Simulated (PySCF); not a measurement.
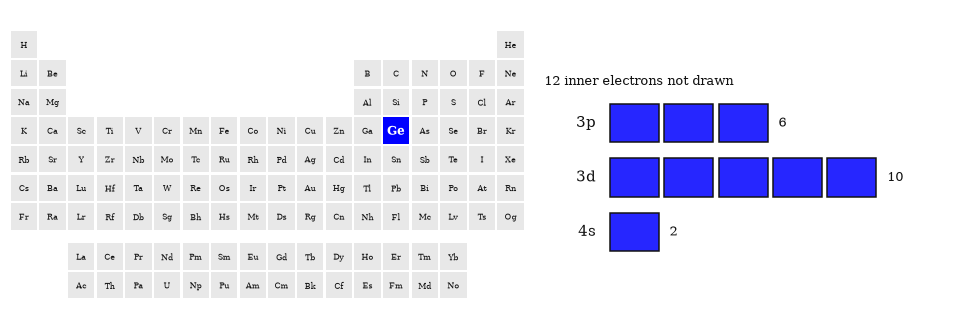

**Figure 1.** Left, the place of germanium in the periodic table; right, the outer shells of the nominal configuration: a box for each of the 2l + 1 orbitals, shaded by the share of the shell that is filled, with the electron count at the right.

# Atomic calculation for Ge²⁺

System: Ge²⁺, configuration 1s2 2s2 2p6 3s2 3p6 3d10 4s2, multiplicity 1.
Method: unrestricted PBE0, 6-31G*, non-relativistic, point nucleus (PySCF).

## The input
```python
from pyscf import gto, scf, dft, mp, cc
import basis_set_exchange as bse
mol = gto.M(atom="Ge 0 0 0", charge=2, spin=0, symmetry="D2h",
            basis=gto.basis.parse(bse.get_basis("6-31G*", elements=["Ge"], fmt="nwchem", header=False)))
mf = dft.UKS(mol, xc="PBE0")
mf.irrep_nelec = {'Ag': (6, 6), 'B1g': (1, 1), 'B2g': (1, 1), 'B3g': (1, 1), 'B1u': (2, 2), 'B2u': (2, 2), 'B3u': (2, 2)}
mf.kernel()
```

The script is an equivalent of what the driver set up; the driver started from orbitals of its own, so the log can be shorter than this script's would be, and it computed the properties (radii, ⟨L²⟩, response) afterwards. It held the occupations shell by shell, which the script's counts by irreducible representation don't always enforce.

The run was one of a batch that the task file lists, launched with:
```bash
OMP_NUM_THREADS=1 python <driver script> TASK.json OUT
```

## The program's output (extracts)
```
damping factor = 0
level_shift factor = 0
DIIS = <class 'pyscf.scf.diis.CDIIS'>
diis_start_cycle = 1
diis_space = 10
diis_damp = 0
SCF conv_tol = 1e-09
SCF conv_tol_grad = None
number electrons alpha = 15  beta = 15
XC functionals = PBE0
    C. Adamo and V. Barone.,  J. Chem. Phys. 110, 6158 (1999)
    M. Ernzerhof and G. E. Scuseria.,  J. Chem. Phys. 110, 5029 (1999)
cycle= 1 E= -2075.4961961877  delta_E= -0.00368  |g|= 0.0876  |ddm|= 0.143
cycle= 2 E= -2075.4962970353  delta_E= -0.000101  |g|= 0.083  |ddm|= 0.0551
cycle= 3 E= -2075.49727561683  delta_E= -0.000979  |g|= 0.000472  |ddm|= 0.0214
cycle= 4 E= -2075.49727566131  delta_E= -4.45e-08  |g|= 7.38e-06  |ddm|= 0.000713
cycle= 5 E= -2075.49727566132  delta_E= -1.05e-11  |g|= 1.92e-07  |ddm|= 2.03e-06
converged SCF energy = -2075.49727566132  <S^2> = -8.8817842e-15  2S+1 = 1
```

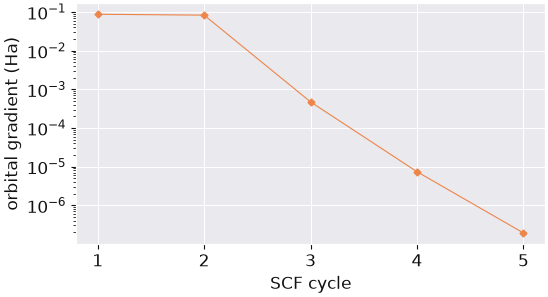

**Figure 2.** Convergence: orbital gradient against the SCF cycle. The residual falls almost steadily, with no more than small rises or pauses. It goes from 0.088 to 1.9×10⁻⁷ in 5 steps.

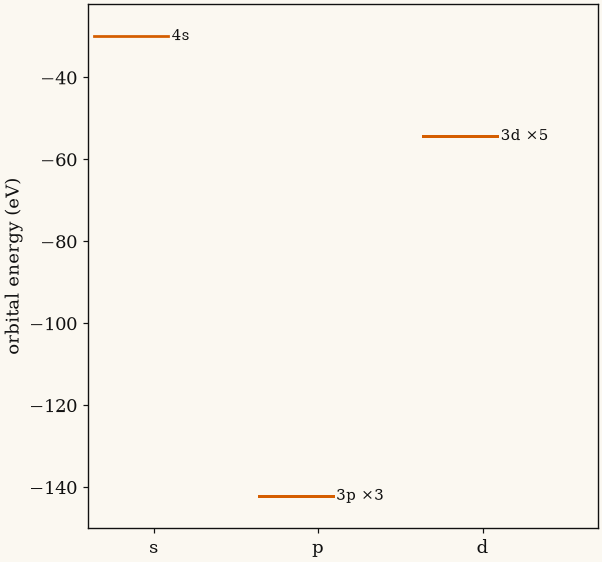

**Figure 3.** Orbital energies of the mean field, from the top down to −142.2 eV, by angular momentum; ×n counts the orbitals under one label. The highest filled orbital is 4s at −30.0 eV, the lowest empty one p at −18.9 eV.

## Results in brief

```tsv
quantity	value
outcome	converged
total energy	−2075.4973 hartree
kinetic energy	2072.5378 hartree
SCF iterations	5
hardware	1 thread of Arm Neoverse V1, 23 GiB of memory available, shared host
```
